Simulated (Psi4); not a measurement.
**SiS (SMILES [Si-]#[S+]) at DSD-PBEP86/cc-pVTZ (density fitting for correlation)**

Aim: the vertical ionisation energy of SiS at DSD-PBEP86/cc-pVTZ (density fitting for correlation), from 2 runs. 

The calculation is run with Psi4 1.11.

1 further run of the same task is left out (it didn't finish).

### 1 The molecule

The species is SiS (2 atoms), meant as a singlet with charge 0. SMILES: `[Si-]#[S+]`. Geometry: the measured bond length.

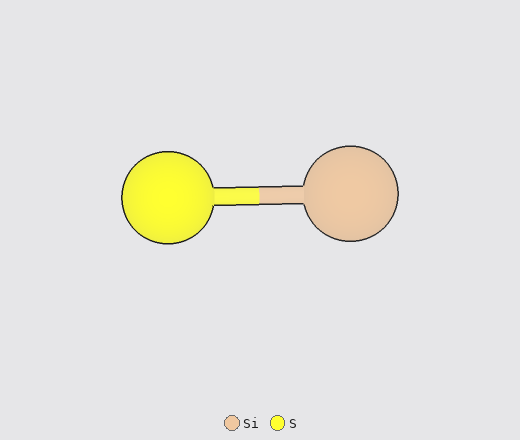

The structure, seen from a chosen angle (silicon light orange, sulfur yellow).

### 2 The energy at DSD-PBEP86/cc-pVTZ (density fitting for correlation)

Contents of ssi.xyz:

```xyz
2
SSi
Si     0.000000     0.000000     0.000000
S      0.000000     0.000000     1.929321
```

Contents of run.py:

```python
import numpy as np
from ase.calculators.psi4 import Psi4
from ase.io import read

a = read('ssi.xyz')
calc = Psi4(atoms=a, method='dsd-pbep86', basis='cc-pVTZ', memory='1600MB', num_threads=1, charge=0, multiplicity=1, label='psi4-calc')
calc.psi4.set_options({'puream': True, 'e_convergence': 1e-09, 'd_convergence': 1e-08, 'scf_type': 'pk', 'dft_radial_points': 99, 'dft_spherical_points': 590, 'num_frozen_docc': 10})
a.calc = calc

print(f'energy: {a.get_potential_energy():.6f} eV')
```

Command:

```sh
$ python run.py
```

psi4-calc.dat:

```text
[...]
  Running in c1 symmetry.
[...]
  Nuclear repulsion =   61.439073741528745
[...]
  Multiplicity = 1
[...]
  Nalpha       = 15
  Nbeta        = 15
[...]
    Number of basis functions: 68
[...]
   @RKS iter   1:  -686.95883528889794   -4.79329e-01   4.32696e-03 DIIS/ADIIS
[...]
   @RKS iter  10:  -687.00120551625889   -8.29914e-12   2.91776e-09 DIIS
[...]
    Orbital Energies [Eh]
    ---------------------
    Doubly Occupied:
       1A    -90.868103     2A    -67.907834     3A     -8.596627
       4A     -6.369850     5A     -6.369699     6A     -6.369699
       7A     -5.888641     8A     -4.076009     9A     -4.076009
      10A     -4.073616    11A     -0.867473    12A     -0.531942
      13A     -0.360322    14A     -0.360322    15A     -0.357879
[...]
  @RKS Final Energy:  -687.00120551625889
   => Energetics <=
    Nuclear Repulsion Energy =             61.4390737415287447
    One-Electron Energy =               -1073.3711810544400578
    Two-Electron Energy =                 338.1242516399801730
    DFT Exchange-Correlation Energy =     -13.1933498433277911
    Empirical Dispersion Energy =           0.0000000000000000
    VV10 Nonlocal Energy =                  0.0000000000000000
    Total Energy =                       -687.0012055162588922
[...]
 Multipole Moments:
 ------------------------------------------------------------------------------------
     Multipole            Electronic (a.u.)      Nuclear  (a.u.)        Total (a.u.)
 ------------------------------------------------------------------------------------
 L = 1.  Multiply by 2.5417464519 to convert [e a0] to [Debye]
 Dipole X            :         -0.0000000            0.0000000           -0.0000000
 Dipole Y            :          0.0000000            0.0000000            0.0000000
 Dipole Z            :         -0.8269268            0.0013275           -0.8255993
 Magnitude           :                                                    0.8255993
[...]
```

The script printed:

```text
energy: -18698.089986 eV
```

Wall time 9.9 s (1 thread of Intel Xeon Platinum 8259CL at 2.50GHz (Skylake/Cascade Lake), shared host); peak memory 0.69 GiB.

### 3 The doublet cation

Contents of job.py:

```python
import psi4

psi4.set_memory('1600 MB')
psi4.set_num_threads(1)
psi4.set_output_file('output.dat', False)

m = psi4.geometry("""
1 2
Si     0.00000000     0.00000000     0.00000000
S      0.00000000     0.00000000     3.64588830
units au
symmetry c1
""")

psi4.set_options({
    'basis': 'cc-pVTZ',
    'reference': 'uks',
    'puream': True,
    'e_convergence': 1e-09,
    'd_convergence': 1e-08,
    'scf_type': 'pk',
    'dft_radial_points': 99,
    'dft_spherical_points': 590,
    'num_frozen_docc': 10,
    'maxiter': 100,
})

E = psi4.energy("DSD-PBEP86")
print(f'total energy {E:.8f} hartree = {E * 27.211386:.5f} eV')
```

Command:

```sh
$ python job.py
```

output.dat:

```text
[...]
  Running in c1 symmetry.
[...]
  Nuclear repulsion =   61.439073709416711
[...]
  Multiplicity = 2
[...]
  Nalpha       = 15
  Nbeta        = 14
[...]
    Number of basis functions: 68
[...]
   @UKS iter   1:  -686.54864891761451   -6.91427e-02   4.58361e-03 ADIIS/DIIS
[...]
   @UKS iter  16:  -686.63021905348955   -1.13687e-12   2.45370e-09 DIIS
[...]
   @S^2 Observed:                7.731526204E-01
[...]
    Orbital Energies [Eh]
    ---------------------
    Alpha Occupied:
       1A    -91.169584     2A    -68.235006     3A     -8.893255
       4A     -6.675740     5A     -6.663568     6A     -6.663568
       7A     -6.210556     8A     -4.401575     9A     -4.395502
      10A     -4.395502    11A     -1.160709    12A     -0.832022
      13A     -0.674314    14A     -0.622320    15A     -0.622320
    Alpha Virtual:
      16A     -0.274143    17A     -0.274143    18A     -0.127163
      19A     -0.009942    20A      0.033803    21A      0.033803
      22A      0.036174    23A      0.036174    24A      0.054038
      25A      0.084441    26A      0.113839    27A      0.113839
[...]
  @UKS Final Energy:  -686.63021905348955
   => Energetics <=
    Nuclear Repulsion Energy =             61.4390737094167108
    One-Electron Energy =               -1064.4924081317681157
    Two-Electron Energy =                 329.5278945107381787
    DFT Exchange-Correlation Energy =     -13.1047791418762678
    Empirical Dispersion Energy =           0.0000000000000000
    VV10 Nonlocal Energy =                  0.0000000000000000
    Total Energy =                       -686.6302190534895544
[...]
 Multipole Moments:
 ------------------------------------------------------------------------------------
     Multipole            Electronic (a.u.)      Nuclear  (a.u.)        Total (a.u.)
 ------------------------------------------------------------------------------------
 L = 1.  Multiply by 2.5417464519 to convert [e a0] to [Debye]
 Dipole X            :          0.0000000            0.0000000            0.0000000
 Dipole Y            :          0.0000000            0.0000000            0.0000000
 Dipole Z            :         -1.5934645            0.0013275           -1.5921370
 Magnitude           :                                                    1.5921370
[...]
```

Standard output:

```text
total energy -686.75914755 hartree = -18687.66825 eV
```

It took 14 s on 1 thread of Intel Xeon Platinum 8259CL at 2.50GHz (Skylake/Cascade Lake), shared host; peak memory 0.65 GiB.

### 4 Results

Level: DSD-PBEP86/cc-pVTZ (density fitting for correlation), 10 core orbitals frozen.

| quantity | value |
| --- | --- |
| singlet SiS: total energy | -687.14214 Eh |
| singlet SiS: HOMO energy (SCF part's orbitals) | -9.74 eV |
| singlet SiS: LUMO energy (SCF part's orbitals) | -0.49 eV |
| singlet SiS: HOMO–LUMO gap (SCF part's orbitals) | 9.25 eV |
| doublet cation: total energy | -686.75915 Eh |
| doublet cation: HOMO energy (SCF part's orbitals) (highest over α and β) | -16.76 eV |
| doublet cation: LUMO energy (SCF part's orbitals) (lowest over α and β) | -10.45 eV |
| doublet cation: ⟨S²⟩ | 0.773 |
| vertical ionisation energy (to the doublet cation) | 10.422 eV |

What this shows: The vertical ionisation energy comes to 10.42 eV (240 kcal/mol). −ε(HOMO) before ionisation, 9.74 eV, is 0.68 eV below this ionisation energy.
